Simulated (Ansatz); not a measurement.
## CdInI3 (model cell, started as cubic perovskite with Cd in the octahedra): following an unstable mode

Which phase does CdInI3 (model cell, started as cubic perovskite with Cd in the octahedra) fall into along its unstable mode, and how much energy does it gain?

Method: DFT PBEsol, scalar-relativistic, plane waves, PAW; PAW set soft_1, in Ansatz 0.2.0.

The structure was built from a prototype and need not be the compound's stable phase.

## (1) The starting structure

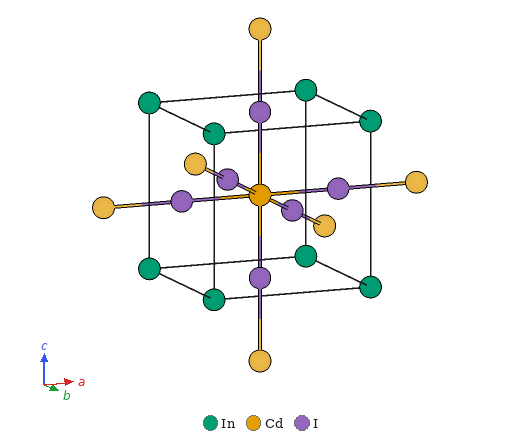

The cell as given, from a free direction (indium teal, cadmium orange, iodine purple). Some periodic images of atoms are drawn too.

Structure file:

```cif
data_structure
_symmetry_space_group_name_H-M 'Pm-3m'
_symmetry_Int_Tables_number 221
_cell_length_a 5.7776
_cell_length_b 5.7776
_cell_length_c 5.7776
_cell_angle_alpha 90.000
_cell_angle_beta 90.000
_cell_angle_gamma 90.000
_cell_volume 192.86
loop_
_atom_site_label
_atom_site_type_symbol
_atom_site_symmetry_multiplicity
_atom_site_Wyckoff_symbol
_atom_site_fract_x
_atom_site_fract_y
_atom_site_fract_z
_atom_site_occupancy
In1 In 1 a 0.00000 0.00000 0.00000 1
Cd1 Cd 1 b 0.50000 0.50000 0.50000 1
I1 I 3 c 0.50000 0.50000 0.00000 1
```

## (2) The dispersion

The cell comes from relaxations at this level that are not shown. Stability and thermal properties need the whole zone. Linear response on a 2×2×2 q mesh gives force constants as far as a supercell of that size would.

Contents of input.yaml:

```yaml
crystal:
  lattice:
    - [5.777575321, 0.0, 0.0]
    - [0.0, 5.777575321, 0.0]
    - [0.0, 0.0, 5.777575321]
  atoms:
    - { symbol: In, position: [0.0, 0.0, 0.0] }
    - { symbol: Cd, position: [0.5, 0.5, 0.5] }
    - { symbol: I, position: [0.5, 0.5, 0.0] }
    - { symbol: I, position: [0.5, 0.0, 0.5] }
    - { symbol: I, position: [0.0, 0.5, 0.5] }
kpoints:
  mp_grid: { grid: [6, 6, 6] }
hamiltonian:
  xc: pbesol
  pseudopotentials: { kind: paw, azcp: { folder: soft_1 }, xc_functional: pbe }
scf:
  occupations: { method: methfessel_paxton, width: 0.2 }
output:
  eigenvalues: true
phonons:
  method: dfpt
  qmesh: [2, 2, 2]
  temperatures: { t_max: 1000, t_step: 50 }
  qpath:
    path:
      - [[0.0, 0.0, 0.0], [0.0, 0.5, 0.0], [0.5, 0.5, 0.0], [0.0, 0.0, 0.0], [0.5, 0.5, 0.5], [0.0, 0.5, 0.0]]
      - [[0.5, 0.5, 0.5], [0.5, 0.5, 0.0]]
    npoints: 10
```

On the command line:

```sh
> ansatz run input.yaml --threads 4 --pin off --max-ram 16384MiB --backend cpu --events-out ev --progress --plain --runs-dir out
```

Numbers of over 12 decimals in the logs are rounded to 6 here.

Output:

```text
Engine: ansatz 0.2.0, aarch64-unknown-linux-gnu
Pseudopotentials: kind: paw
Pseudopotential: In, paw, valence charge 13, recommended cutoff 420 eV (normal), soft_1/In.paw.azcp
Pseudopotential: Cd, paw, valence charge 20, recommended cutoff 420 eV (normal), soft_1/Cd.paw.azcp
Pseudopotential: I, paw, valence charge 17, recommended cutoff 420 eV (normal), soft_1/I.paw.azcp
Functional definition: PBEsol
  exchange = pbesol_x
  correlation = pbesol_c
Crystal: 5 atoms, lattice volume = 192.858 Å³
Basis set: ecut = 420 eV, 3791 PW (Γ), exchange–correlation on 80×80×80 points (8 copies of the dense FFT grid, shifted against one another)
Bands: 51, of which v1, the nominal top of the filled ones, is band 42 counted from 1 (41 counted from 0)
Symmetry: 48 space group operations
k-points: 20 of 216
Non-local potential: In, projectors of the file, l = 0: 2, l = 1: 2, l = 2: 2, l = 3: 1
Non-local potential: Cd, projectors of the file, l = 0: 3, l = 1: 2, l = 2: 2, l = 3: 1
Non-local potential: I, projectors of the file, l = 0: 2, l = 1: 2, l = 2: 2, l = 3: 1
PAW form: soft (Blöchl's): semilocal exchange-correlation on the pseudo side does not see the compensation charge
PAW frozen core: In, regenerated for the run's functional, and the local potential with it (the file was generated under x = pbe(κ = 0.804, μ = 0.219515), c = pbe(β = 0.066725))
PAW frozen core: Cd, regenerated for the run's functional, and the local potential with it (the file was generated under x = pbe(κ = 0.804, μ = 0.219515), c = pbe(β = 0.066725))
PAW frozen core: I, regenerated for the run's functional, and the local potential with it (the file was generated under x = pbe(κ = 0.804, μ = 0.219515), c = pbe(β = 0.066725))
PAW one-centre angular grid: In, 590 points (default); XC on 64 Gauss nodes
PAW one-centre angular grid: Cd, 590 points (default); XC on 64 Gauss nodes
PAW one-centre angular grid: I, 590 points (default); XC on 64 Gauss nodes
Initial density: superposition of atomic densities (chi_scale 0.1, normalization cell, long waves kept (reshape's long-wave potential 0.00 eV rms))
Initial wavefunctions: pseudopotential atomic-orbital guess
Functional: x = pbesol(κ = 0.804, μ = 0.123457), c = pbesol(β = 0.046)
SCF iter   1: F=—  HF=-36010.487465 eV  |F-HF|=—  |Δ(HF+E_count)|=         —  Δρ=4.48e-2  dr2=5.39e0  ethr=3.10e-3  ⟨swp⟩=9.7  Hψ=4465  notcnv=0
preconditioner: auto → Kerker (q_TF=auto, 2.375 Å⁻¹)  [metal: Δε(μ)=0.130 eV  Ē_g=12.925 eV  σ=0.200 eV  W_gap=0.45  n_scr=32 (ndim 8)  ℏωp=18.1 eV  f_vac=0.057  D(μ)=0.91/eV (n_scr^D=0)]
SCF iter   2: F=—  HF=-36008.804647 eV  |F-HF|=—  |Δ(HF+E_count)|=    1.68e0  S|Δr|=    0.00e0  Δρ=1.65e-2  dr2=1.01e0  ethr=3.10e-3  ⟨swp⟩=3.0  Hψ=2363  notcnv=0  defer=77
preconditioner: auto → Resta (q_TF=auto, 2.375 Å⁻¹)  ε∞=3.1  [insulator: Δε(μ)=0.191 eV  Ē_g=12.471 eV  σ=0.200 eV  W_gap=0.65  n_scr=32 (ndim 8)  ℏωp=18.1 eV  f_vac=0.051  D(μ)=0.49/eV (n_scr^D=0)  ε∞_Penn≈3.1]
SCF iter   3: F=—  HF=-36008.474829 eV  |F-HF|=—  |Δ(HF+E_count)|=   3.30e-1  S|Δr|=    0.00e0  Δρ=3.67e-3  dr2=3.51e-2  ethr=1.20e-3  ⟨swp⟩=2.9  Hψ=1452  notcnv=0  defer=77
SCF iter   4: F=—  HF=-36008.479362 eV  |F-HF|=—  |Δ(HF+E_count)|=   4.53e-3  S|Δr|=    0.00e0  Δρ=1.18e-3  dr2=2.76e-3  ethr=4.18e-5  ⟨swp⟩=2.0  Hψ=1991  notcnv=0  defer=77
SCF iter   5: F=—  HF=-36008.480145 eV  |F-HF|=—  |Δ(HF+E_count)|=   7.83e-4  S|Δr|=    0.00e0  Δρ=4.00e-4  dr2=4.08e-4  ethr=3.29e-6  ⟨swp⟩=2.0  Hψ=1751  notcnv=0  defer=77
SCF iter   6: F=—  HF=-36008.480043 eV  |F-HF|=—  |Δ(HF+E_count)|=   1.02e-4  S|Δr|=    0.00e0  Δρ=8.79e-5  dr2=2.08e-5  ethr=4.86e-7  ⟨swp⟩=2.0  Hψ=1701  notcnv=0  defer=77
SCF iter   7: F=—  HF=-36008.480071 eV  |F-HF|=—  |Δ(HF+E_count)|=   2.84e-5  S|Δr|=    0.00e0  Δρ=2.14e-5  dr2=8.78e-7  ethr=2.47e-8  ⟨swp⟩=2.0  Hψ=1401  notcnv=0  defer=77
SCF iter   8: F=—  HF=-36008.480079 eV  |F-HF|=—  |Δ(HF+E_count)|=   7.54e-6  S|Δr|=    0.00e0  Δρ=6.65e-6  dr2=9.94e-8  ethr=1.05e-9  ⟨swp⟩=2.0  Hψ=1707  notcnv=0  defer=77
SCF iter   9: F=—  HF=-36008.480079 eV  |F-HF|=—  |Δ(HF+E_count)|=   1.05e-7  S|Δr|=    0.00e0  Δρ=2.67e-6  dr2=1.71e-8  ethr=1.18e-10  ⟨swp⟩=2.0  Hψ=1401  notcnv=0  defer=77
SCF iter  10: F=—  HF=-36008.480079 eV  |F-HF|=—  |Δ(HF+E_count)|=   1.41e-8  S|Δr|=    0.00e0  Δρ=5.28e-7  dr2=8.53e-10  ethr=2.03e-11  ⟨swp⟩=2.0  Hψ=1683  notcnv=0  defer=77
[...]
SCF 1 converged in 12 iterations: F = -36008.480079 eV  dr2 = 2.19e-12
  greatest PAW one-centre occupation: 1.000 electrons in one spin orbital (limit 2), on the Cd atom at site 1 (counted from 0), in its partial waves of l = 0
Initial density: read from a saved state, or passed on in memory by an earlier SCF of this step, an earlier step, the calling program or the single point that the run made first
iter 1 solved again at ethr=9.24e-7 eV; its pass at ethr=3.10e-3 eV (dr2=7.76e-4 eV) is discarded
SCF iter   1: F=—  HF=-36008.480053 eV  |F-HF|=—  |Δ(HF+E_count)|=         —  Δρ=1.79e-6  dr2=4.13e-9  ethr=9.24e-7  ⟨swp⟩=3.1  Hψ=6905  notcnv=0
eigensolver tolerance schedule: the retry pair's looser diagonalisation over-reported the residual by 187995.92 of it (diagonalisation noise at an unbounded share of the residual, at the tolerance the schedule requests for it); recorded, not acted on — ethr = c·dr2/N_el stays at c = 1.0e-1
preconditioner: auto → Resta (q_TF=auto, 2.375 Å⁻¹)  ε∞=3.2  [insulator: Δε(μ)=0.689 eV  Ē_g=12.138 eV  σ=0.200 eV  W_gap=0.72  n_scr=32 (ndim 8)  ℏωp=18.1 eV  f_vac=0.064  D(μ)=0.73/eV (n_scr^D=0)  ε∞_Penn≈3.2]
SCF iter   2: F=—  HF=-36008.480079 eV  |F-HF|=—  |Δ(HF+E_count)|=   2.65e-5  S|Δr|=    0.00e0  Δρ=1.15e-6  dr2=2.07e-9  ethr=4.91e-12  ⟨swp⟩=4.6  Hψ=3124  notcnv=0
SCF iter   3: F=—  HF=-36008.480079 eV  |F-HF|=—  |Δ(HF+E_count)|=   1.52e-9  S|Δr|=    0.00e0  Δρ=6.89e-7  dr2=6.72e-10  ethr=2.47e-12  ⟨swp⟩=2.0  Hψ=1789  notcnv=0
SCF iter   4: F=—  HF=-36008.480079 eV  |F-HF|=—  |Δ(HF+E_count)|=  5.38e-10  S|Δr|=    0.00e0  Δρ=3.69e-7  dr2=1.75e-10  ethr=1.00e-12  ⟨swp⟩=2.0  Hψ=1703  notcnv=0
SCF iter   5: F=—  HF=-36008.480079 eV  |F-HF|=—  |Δ(HF+E_count)|=  5.82e-11  S|Δr|=    0.00e0  Δρ=2.81e-7  dr2=1.02e-10  ethr=1.00e-12  ⟨swp⟩=1.1  Hψ=1021  notcnv=0
SCF iter   6: F=—  HF=-36008.480079 eV  |F-HF|=—  |Δ(HF+E_count)|=  4.37e-11  S|Δr|=    0.00e0  Δρ=2.19e-7  dr2=6.17e-11  ethr=1.00e-12  ⟨swp⟩=1.1  Hψ=1023  notcnv=0
SCF iter   7: F=—  HF=-36008.480079 eV  |F-HF|=—  |Δ(HF+E_count)|=  2.91e-11  S|Δr|=    0.00e0  Δρ=1.25e-7  dr2=2.08e-11  ethr=1.00e-12  ⟨swp⟩=1.1  Hψ=1022  notcnv=0
SCF iter   8: F=—  HF=-36008.480079 eV  |F-HF|=—  |Δ(HF+E_count)|=    0.00e0  S|Δr|=    0.00e0  Δρ=1.25e-7  dr2=1.94e-11  ethr=1.00e-12  ⟨swp⟩=6.2  Hψ=2651  notcnv=0
SCF iter   9: F=-36008.480079 eV  HF=-36008.480079 eV  |F-HF|=0.00e0  |Δ(HF+E_count)|=  2.91e-11  S|Δr|=    0.00e0  Δρ=6.53e-8  dr2=5.53e-12  ethr=1.00e-12  ⟨swp⟩=1.8  Hψ=2523  notcnv=0
SCF 2 converged in 9 iterations: F = -36008.480079 eV  dr2 = 5.53e-12
phonons: the bands overlap, so this run is a metal and interpolates without the dipole-dipole term. If the crystal is really an insulator or semiconductor, its LO-TO splitting is missing
NSCF: frozen V_eff on 20 k-points
NSCF: frozen V_eff on 64 k-points
DFPT response loops at q = (0, 0, 0) (fractional): preconditioner auto → Kerker (q_TF=auto, 2.375 Å⁻¹) (partly filled bands, converged f_vac=0.064); β = 1.00, the filter's whole step (`scf.mixing.beta` (0.50) is not read by the response loops under this deck's `scf.mixing.preconditioner`; to damp them name `kerker` or `kerker_dos`, under which they read `scf.mixing.beta`, and type it under 1.00, their step now; both keys bind the ground state too); Broyden in place of MSR1
NSCF: frozen V_eff on 128 k-points
DFPT response loops at q = (0, 0, -0.5) (fractional): mixed as the last ones told, above
NSCF: frozen V_eff on 128 k-points
DFPT response loops at q = (0, -0.5, -0.5) (fractional): mixed as the last ones told, above
NSCF: frozen V_eff on 128 k-points
DFPT response loops at q = (-0.5, -0.5, -0.5) (fractional): mixed as the last ones told, above
SCF converged after 12 iterations
Stability not checked: this state was not tested for a lower state beside it, because cold or Methfessel-Paxton smearing, or corrected tetrahedra, fill the levels in a way that the test cannot read (fill_not_monotonic; see scf.lower_state_search)
Free energy (F): -36008.480079 eV
Harris-Foulkes:  -36008.480079 eV  (|F-HF|=7.28e-12)
Internal energy: -36008.492130 eV  (E = F + TS)
E sigma→0 (E₀):  -36008.483092 eV
Entropy (-TS):   0.012051 eV (2.410 meV/atom)
Fermi energy:    5.508385 eV
Step filling:    the computed levels leave a gap of 0.0000 eV = 0.0 smearing widths at the electron count; against every level under it full and every level over it empty, smearing changes F+E_penalty+E_count by +3.304 meV and its σ→0 estimate by +0.291 meV
--- Per-component energies (eV) ---
  E_band       = -1760.180990
  E_kinetic    = 1130.594182
  E_local      = -12716.899471  (includes V_loc(G=0)·N_el)
  E_nonlocal   = 805.397886
  E_hartree    = 5724.339030
  E_xc         = -618.589568
  E_vxc        = -617.094040  (∫ρ·V_xc dr)
  E_paw        = -22272.960916  (= ΣΔE_a)
  E_vpaw       = -1810.850568  (= ΣTr[D̂ρ^β])
  E_aug_tail   = -0.006949  (compensation charges beyond the density's cutoff)
  E_ewald      = -8062.180596
  E_core_change = 1.814272  (= ΣΔE_core)
  E_smearing   = 0.012051  (= −TS)
  E_closure    = -0.000000  (closes the sum)
  Σ components = -36008.480079   (vs F -36008.480079, Δ=0.00e0)
--- Band table (eV; the first three rows and the last of 20) ---
  k-point 0: bands = [... 38 lower, 4.5688, 4.7310, 4.7310, 4.7310, 5.2304, 9.4535, 9.4535, 9.4535, ... 5 higher]
  k-point 1: bands = [... 38 lower, 4.4919, 4.5052, 4.7050, 4.7050, 6.1415, 8.8748, 9.2496, 9.2496, ... 5 higher]
  k-point 2: bands = [... 38 lower, 4.3858, 4.4106, 4.7320, 4.7320, 7.4442, 8.1236, 8.9451, 8.9451, ... 5 higher]
  k-point 19: bands = [... 38 lower, 5.3892, 5.4530, 5.4530, 5.4530, 9.5479, 9.5479, 9.5479, 9.6474, ... 5 higher]
--- Phonons (Γ-DFPT): 4 representative perturbations + reference (Σ response iterations 12) ---
  ASR residual: 1.197e-4 → 0.000e0 eV/Å²; symmetrization residual: 5.461e-5 eV/Å²
  ASR residual per site (eV/Å²): 1.20e-4 5.57e-5 4.95e-5 4.95e-5 4.95e-5
  Γ frequencies (cm⁻¹): -51.03 -51.03 -51.03 -11.81 -11.81 -11.81 0.00 0.00 0.00 18.94 18.94 18.94 140.36 140.36 140.36
--- Phonons (arbitrary-q DFPT): 4 irreducible q on the 2×2×2 mesh ---
  q = [0.0000, 0.0000, 0.0000] (star 1, of the zone-centre solve; hermiticity 1.85e-5, symmetrization 1.90e-11): -51.03 -51.03 -51.03 -11.81 -11.81 -11.81 -0.00 0.00 0.00 18.94 18.94 18.94 140.36 140.36 140.36
  q = [0.0000, 0.0000, -0.5000] (star 3, 9 solved perturbations in 504 linear systems a pass and spin channel, the states on 64 of 216 k-point pairs; hermiticity 1.73e-5, symmetrization 3.18e-8): -44.60 -44.60 -15.86 -15.86 -15.48 -9.00 20.68 20.68 27.81 27.81 33.91 111.95 122.41 140.75 140.75
  q = [0.0000, -0.5000, -0.5000] (star 3, 9 solved perturbations in 504 linear systems a pass and spin channel, the states on 64 of 216 k-point pairs; hermiticity 8.61e-6, symmetrization 6.36e-8): -45.57 -45.57 -44.95 -36.04 12.16 12.16 31.84 31.84 36.33 48.21 69.91 114.05 114.05 137.39 141.19
  q = [-0.5000, -0.5000, -0.5000] (star 1, 4 solved perturbations in 184 linear systems a pass and spin channel, the states on 64 of 216 k-point pairs; hermiticity 1.40e-5, symmetrization 3.27e-7): -48.56 -48.56 -48.56 -44.27 -44.27 -44.27 46.63 46.63 46.63 68.60 68.60 117.43 117.43 117.43 148.06
  sum rule: each row above includes the acoustic sum rule's correction from the zone centre's row sums; it moved no ω² by more than (0.53 cm⁻¹)²
  mesh force constants: q→R imaginary residual 3.13e-18; ASR residual 1.197e-4 → 0.000e0 eV/Å²; symmetrization residual 9.770e-15 eV/Å²
  interpolated dispersion: 62 rows × 15 modes
  density of states and harmonic sums: on the 12×12×12 q-mesh, interpolated from the force constants of a 2×2×2 supercell (no non-analytic term)
  largest difference from the sums on the solved wave vectors: F 1.07e-1 eV, S 1.16e-4 and C_V 1.55e-5 eV/K
  zero-point energy: 0.043414 eV/cell   skipped modes (ω ≤ 0): 480, of them read as no rigid motion or as one in doubt: 477 (5.733e0 modes/cell left out, lowest -51.03 cm⁻¹)   left out of the sums: 3.82e-1 of the cell's modes: C_V's classical limit lies that fraction below 3 k_B per atom; for a crystal, a wire or a layer, F and S can be off by more, and a phonons.interpolated_qmesh denser along its periods is the remedy for the sampling
```

The job ended after 7 min (4 threads of Arm Neoverse V1, shared host; peak memory 1.8 GiB).

Numbers from this step:

```yaml
volume_per_atom: 38.57 Å³
gap_on_the_k_mesh: 0 eV
sum_rule_residual_before_enforcement: 1.20e-4 eV/Å²
lowest_frequency_on_the_path: -51.03 cm⁻¹
point_group: m-3m
highest_frequency_on_the_path_or_at_a_solved_wavevector: 150.9 cm⁻¹
highest_optical_mode_at_the_zone_centre_no_lo_to_term: 140.4 cm⁻¹
lowest_optical_zone_centre_mode: -51.03 cm⁻¹
lowest_mode_on_the_q_mesh_acoustic_modes_at_gamma_apart: -51.03 cm⁻¹
```

Frequencies (cm⁻¹) solved at each irreducible wavevector; negative means imaginary. Frequencies by wavevector, by row:

```csv
q in reciprocal lattice units,star,mode 1,mode 2,mode 3,mode 4,mode 13,mode 14,mode 15
0 0 0,1,-51,-51,-51,-11.8,140.4,140.4,140.4
0 0 -0.5,3,-44.6,-44.6,-15.9,-15.9,122.4,140.8,140.8
0 -0.5 -0.5,3,-45.6,-45.6,-45,-36,114,137.4,141.2
-0.5 -0.5 -0.5,1,-48.6,-48.6,-48.6,-44.3,117.4,117.4,148.1
```

Interpolated from a 2×2×2 q mesh. Phonon branches along the path, in cm⁻¹:

```csv
point,branch 1,branch 2,branch 3,branch 4,branch 12,branch 13,branch 14,branch 15
Γ,-51,-51,-51,-12,19,140,140,140
X,-45,-45,-16,-16,112,122,141,141
M,-46,-46,-45,-36,114,114,137,141
Γ,-51,-51,-51,-12,19,140,140,140
R,-49,-49,-49,-44,117,117,117,148
X,-45,-45,-16,-16,112,122,141,141
jump to R,-49,-49,-49,-44,117,117,117,148
M,-46,-46,-45,-36,114,114,137,141
```

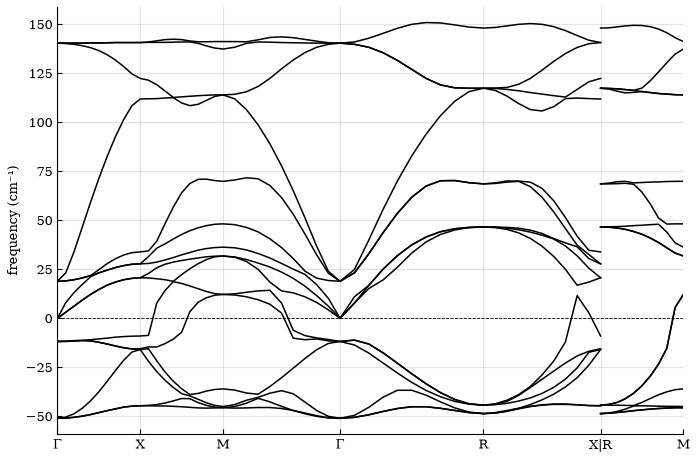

Phonon branches along the path.

Symmetry leaves 4 wavevectors to solve. The lowest mode among them, the acoustic zeros apart, lies at Γ and is imaginary, 51.0i cm⁻¹, so the energy falls along it.

## (3) The mode frozen in, largest atomic shift 0 Å

The mode followed lies at q = (-0.5, -0.5, -0.5) with frequency 48.6i cm⁻¹ and is 3-fold degenerate, one of the unstable modes though not the softest. At small amplitude the distorted cell has space group no. 166 by a symmetry search on the positions. The undistorted cell that holds it gives the zero of energy on the same k mesh.

System of this step: CdInI3 (model cell, started as cubic perovskite with Cd in the octahedra). The structure is cubic, space group Pm-3m (No. 221). The conventional cell has a = 5.778 Å, b = 5.778 Å, c = 5.778 Å, α = 90.00°, β = 90.00°, γ = 90.00°. Nearest to In lie 12 I at 4.09 Å. Nearest to Cd lie 6 I at 2.89 Å. Nearest to I lie 2 Cd at 2.89 Å. Farther neighbours and most contacts between anions are not listed.

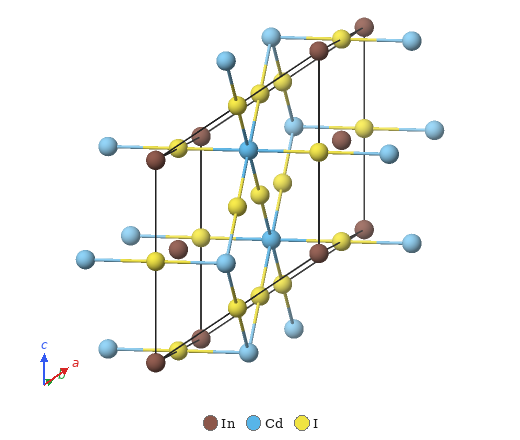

The cell of this step (indium brown, cadmium blue, iodine yellow). Some periodic images of atoms are drawn too.

input.yaml, the sections that differ from step 2:

```yaml
crystal:
  lattice:
    - [5.777575321, 5.777575321, 0.0]
    - [5.777575321, 0.0, 5.777575321]
    - [5.777575321, 0.0, -5.777575321]
  atoms:
    - { symbol: In, position: [0.0, 0.5, 0.5] }
    - { symbol: In, position: [0.0, 0.0, 1.0] }
    - { symbol: Cd, position: [0.5, 0.25, 0.75] }
    - { symbol: Cd, position: [0.5, 0.75, 0.25] }
    - { symbol: I, position: [0.5, 0.5, 0.5] }
    - { symbol: I, position: [0.5, 0.0, 0.0] }
    - { symbol: I, position: [0.0, 0.5, 0.0] }
    - { symbol: I, position: [0.0, 0.0, 0.5] }
    - { symbol: I, position: [0.5, 0.5, 0.0] }
    - { symbol: I, position: [0.5, 0.0, 0.5] }
output:
  forces: true
  stress: true
  eigenvalues: true
# kpoints, hamiltonian, scf: as in step 2
# phonons: removed
```

Output:

```text
[...]
Crystal: 10 atoms, lattice volume = 385.715 Å³
Basis set: ecut = 420 eV, 7631 PW (Γ), exchange–correlation on 120×120×120 points (8 copies of the dense FFT grid, shifted against one another)
Bands: 101, of which v1, the nominal top of the filled ones, is band 84 counted from 1 (83 counted from 0)
Symmetry: 96 space group operations
[...]
k-points: 16 of 216
[...]
k-point 0: bands = [... 80 lower, 5.3901, 5.3901, 5.4540, 5.4540, 5.4540, 9.4536, 9.4536, 9.4536, ... 9 higher]
  k-point 1: bands = [... 80 lower, 5.0713, 5.3824, 5.3896, 5.3896, 5.9165, 8.9521, 9.0943, 9.3242, ... 9 higher]
  k-point 2: bands = [... 80 lower, 4.8820, 5.1982, 5.2540, 5.2540, 6.8109, 8.2100, 8.2669, 8.6543, ... 9 higher]
  k-point 15: bands = [... 80 lower, 4.7256, 4.7613, 5.0515, 5.2381, 7.7840, 8.2193, 8.3598, 8.5973, ... 9 higher]
[key lines of the parts left out:]
SCF converged after 9 iterations
Free energy (F): -72016.957395 eV
Fermi energy:    5.521024 eV
P = ⅓ Tr σ = 0.0071 GPa (0.071 kbar)
```

Wall time 9.8 s (4 threads); peak memory 1.3 GiB; 38 s of CPU time.

This step gave:

- pressure: 0.007109 GPa
- energy from the undistorted cell: 0 meV/atom

The run ends at a pressure of 0.01 GPa.

[end of part 1 of 3]

[Logs are printed without paths, hosts, clocks, repeated set-up lines and the standing remarks that a program may print on its own settings, such as how far it seeks lower states.]

[Hosts, paths, dates, database ids (printed as entryN), source tags and the programs' standing remarks are cut or masked in the printed files.]
